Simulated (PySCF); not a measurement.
# InF (SMILES [F][In]): levels of theory compared

Aim: a comparison of 6 runs (B2PLYP/STO-6G, wB97X-V/STO-6G, MP2/STO-6G, NEVPT2(2,2)/STO-6G, QCISD(T)/STO-6G, FCI/STO-6G) of InF. 

Program for the calculation: PySCF 2.14.0.

14 further runs of the same task are left out: 6 that didn't finish, 8 set aside as unsound or not needed.

### Step 1. The system as given

InF: 2 atoms, total charge 0, spin state singlet. As SMILES, `[F][In]`. The F1–In2 distance was set to 2.990 Å, away from the relaxed value.

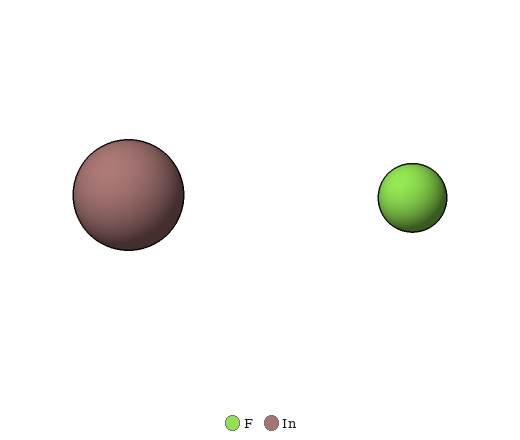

Viewed from a chosen angle; fluorine green, indium brown.

### Step 2. The energy at B2PLYP/STO-6G (run 1)

calc.py

```python
from pyscf import gto, dft, mp

mol = gto.M(
    atom='F 0.000000 0.000000 -0.980920; In -0.000000 -0.000000 2.009580',
    charge=0,
    verbose=4,
    basis='sto-6g',
    max_memory=1860,
)

mf = dft.RKS(mol)
mf.xc = '0.53*HF + 0.47*B88, 0.73*LYP'
mf.grids.level = 5
mf.conv_tol = 1e-10
mf.kernel()
if not mf.converged:
    mf = mf.newton().run(mf.mo_coeff, mf.mo_occ)

pt = mp.MP2(mf, frozen=19).run()
e_tot = mf.e_tot + 0.27 * pt.e_corr
print('PT2 part  %.8f' % (0.27 * pt.e_corr))
print('E(%s) = %.9f' % ('B2PLYP', e_tot))
```

Run with:

```
OMP_NUM_THREADS=1 python calc.py
```

The log of the run:

```text
PySCF version 2.14.0

[... 88 lines left out ...]
converged SCF energy = -5813.2157209035
[... 1 line left out ...]
******** <class 'pyscf.mp.mp2.RMP2'> ********
nocc = 10, nmo = 13
frozen orbitals 19
E(RMP2) = -5813.35560174983  E_corr = -0.139880846330837
E(SCS-RMP2) = -5813.37847984512  E_corr = -0.162758941619394
E_corr(same-spin) = -0.00588239305108885
E_corr(oppo-spin) = -0.133998453279748
PT2 part  -0.03776783
E(B2PLYP) = -5813.253488732
```

Run time: 3.6 s. Hardware: 1 thread of AMD EPYC 9R45 (Zen 5), shared host; peak memory 0.23 GiB.

### Step 3. The energy at wB97X-V/STO-6G (run 2)

job.py

```python
from pyscf import gto, dft

system = gto.M(
    atom='''
F        0.000000       0.000000      -0.980920
In       0.000000       0.000000       2.009580
''',
    basis='sto-6g',
    max_memory=1860,
    charge=0,
    verbose=4,
)

mf = dft.RKS(system, xc='wb97x-v')
mf.nlcgrids.level = 1
mf.grids.level = 5
mf.conv_tol = 1e-10
mf.kernel()
if not mf.converged:
    mf = mf.newton().run(mf.mo_coeff, mf.mo_occ)

e_tot = mf.e_tot
print('Final energy', e_tot)
```

Run with:

```
OMP_NUM_THREADS=1 python job.py
```

The log of the run:

```text
PySCF version 2.14.0

[... 99 lines left out ...]
converged SCF energy = -5813.53590042713
Final energy -5813.53590042713
```

Wall time 28 s (1 thread of AMD EPYC 9R45 (Zen 5), shared host); peak memory 0.23 GiB.

Runs 3 to 5 aren't shown in full; the table further down has their settings and results.

### Step 4. The energy at FCI/STO-6G (run 6)

calc.py

```python
from pyscf import gto, mcscf
from pyscf import fci

mol = gto.Mole()
mol.atom = '''
F    0.000000   0.000000  -0.980920
In   0.000000   0.000000   2.009580
'''
mol.spin = 0
mol.verbose = 4
mol.basis = 'sto-6g'
mol.max_memory = 1860
mol.charge = 0
mol.build()

mf = mol.RHF()
mf.conv_tol = 1e-10
mf.kernel()
if not mf.converged:
    mf = mf.newton().run(mf.mo_coeff, mf.mo_occ)

cas = mcscf.CASCI(mf, mf.mo_coeff.shape[-1] - 19, (mol.nelec[0] - 19, mol.nelec[1] - 19))  # full CI above the frozen core
cas.fcisolver = fci.direct_spin0.FCI(mol)  # even spin states alone
cas.kernel()
print('<S^2> = %.4f' % cas.fcisolver.spin_square(cas.ci, cas.ncas, cas.nelecas)[0])
energy = cas.e_tot
print('E(%s) = %.9f' % ('FCI', energy))
```

Run with:

```
OMP_NUM_THREADS=1 python calc.py
```

The log of the run:

```text
PySCF version 2.14.0

[... 60 lines left out ...]
converged SCF energy = -5811.37101536822
[... 1 line left out ...]
******** <class 'pyscf.mcscf.casci.CASCI'> ********
CAS (10e+10e, 13o), ncore = 19, nvir = 0
natorb = False
canonicalization = True
sorting_mo_energy = False
******** <class 'pyscf.fci.direct_spin0.FCISolver'> ********
max. cycles = 100
conv_tol = 1e-10
davidson only = False
linear dependence = 1e-14
level shift = 0.001
max iter space = 12
nroots = 1
pspace_size = 400
spin = None
Density matrix diagonal elements [1.99948183 1.99960182 1.99960182 1.9997544  1.9997544  1.99976887
 1.87519038 1.9504343  1.9504343  1.55478179 0.10283985 0.10283985
 0.46551638]
CASCI converged
CASCI E = -5811.50761907080  E(CI) = -97.0564272707597  S^2 = 0.0000000
<S^2> = 0.0000
E(FCI) = -5811.507619071
```

Run time: 1.7 s. Hardware: 1 thread of AMD EPYC 9R45 (Zen 5), shared host; peak memory 0.14 GiB.

### Step 5. The series

| run | level | frozen core orbitals | nlc grid | energy (Eh) | dipole moment (D) of the reference | HOMO energy (eV) | LUMO energy (eV) | wall time |
| --- | --- | --- | --- | --- | --- | --- | --- | --- |
| 1 | B2PLYP/STO-6G | 19 | – | -5813.253489 | 3.81 | -1.57 | 2.96 | 3.6 s |
| 2 | wB97X-V/STO-6G | – | 1 | -5813.535900 | 3.37 | -2.71 | 4.01 | 28 s |
| 3 | MP2/STO-6G | 19 | – | -5811.448941 | 4.64 | -2.60 | 5.08 | 1.2 s |
| 4 | NEVPT2(2,2)/STO-6G | – | – | -5811.491490 | 4.64 | -2.60 | 5.08 | 1.2 s |
| 5 | QCISD(T)/STO-6G | 19 | – | -5811.504503 | 4.64 | -2.60 | 5.08 | 1.2 s |
| 6 | FCI/STO-6G | 19 | – | -5811.507619 | 4.64 | -2.60 | 5.08 | 1.7 s |

### Step 6. What came out

```
                                           quantity           value
                                run 6: total energy  -5811.50762 Eh
        run 6: dipole moment (Hartree–Fock density)          4.64 D
         run 6: HOMO energy (Hartree–Fock orbitals)        -2.60 eV
         run 6: LUMO energy (Hartree–Fock orbitals)         5.08 eV
       run 6: HOMO–LUMO gap (Hartree–Fock orbitals)         7.68 eV
run 6: correlation energy (19 core orbitals frozen)      -136.6 mEh
```

Against full CI in this basis: MP2 +58.7 mEh; QCISD(T) +3.1 mEh. Totals of different functionals can't be ranked against each other. In run 5 the T1 diagnostic is large, so a single reference may not serve. In runs 1, 2, 3, 4, 5, 6 the basis is minimal, so the values are rough. In runs 1, 2, 3, 4, 5, 6 relativity is left out where basis or elements ask for it. All runs together took 37 s, the longest 28 s.
